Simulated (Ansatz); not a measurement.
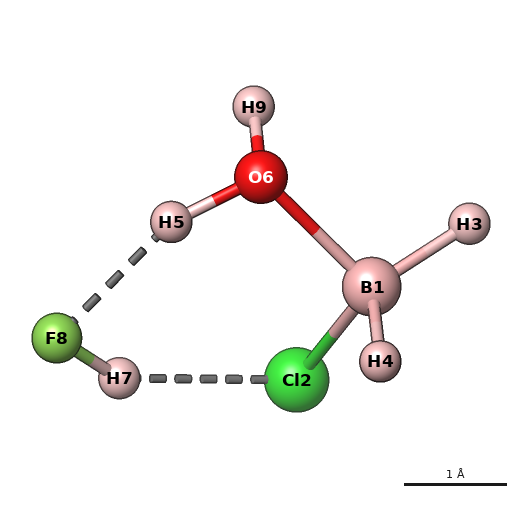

Broken lines mark hydrogen bonds. Computed geometry: PBE0-D4/def2-TZVP optimisation.

Tabulate the hydrogen bonds (donors O, N, F, S, Cl) with their geometry.

```csv
D–H···A,D–H (Å),H···A (Å),angle (°),kind
O6–H5···F8,0.99,1.66,154,intermolecular
F8–H7···Cl2,0.96,1.98,151,intermolecular
```
